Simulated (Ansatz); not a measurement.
The starting structures come from a database of crystals and need not be the phases stable at ambient conditions.

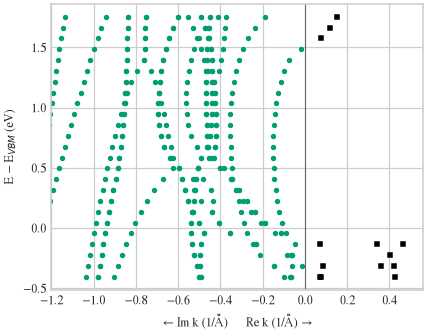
Figure. Complex bands at the centre of the two-dimensional zone; Ansatz (an electronic-structure program) with PBEsol

The gap is the functional's own, uncorrected, and κ follows it; spin-orbit coupling is left out. Mid-gap values are interpolated between the computed energies.

This is CaSnS3 (R-3, not sure to be the ambient phase, 10 atoms a cell, 24.6 Å³ an atom, -3 GPa at this level) along the normal of (101). Read off the slowest decay at the centre of the two-dimensional zone at 0.77 eV, the computed energy nearest the middle of the gap.

κ ≈ 0.15 1/Å, a decay length 1/(2κ) of the density of 3.4 Å.
